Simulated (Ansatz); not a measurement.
```yaml
crystal:
  periodic: [false, false, false]
  atoms:
    - {symbol: B, position_ang: [-1.499037, -1.267135, -1.109180]}
    - {symbol: O, position_ang: [-0.728416, -2.031577, -0.602374]}
    - {symbol: H, position_ang: [-2.253389, -0.518801, -1.605287]}
basis:
  gaussian: {orbitals: def2-TZVPP}
hamiltonian: {xc: pbe}
correlation: {method: rpa}
```

What structure does this define?

The molecule is BHO. This geometry has C∞v symmetry. All atoms lie on one line. Coordination: 1 B linear.

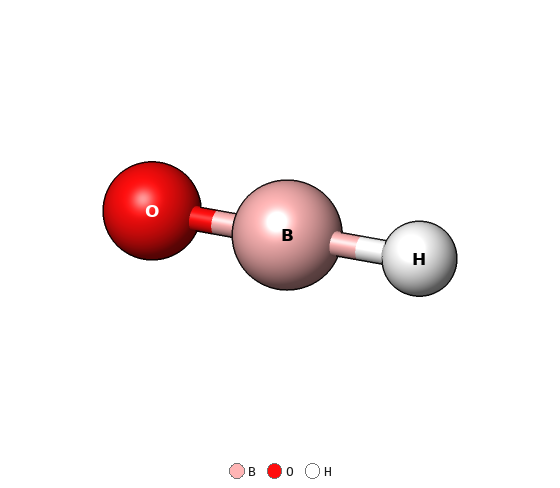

Simulated data, not a measurement (program: Ansatz).
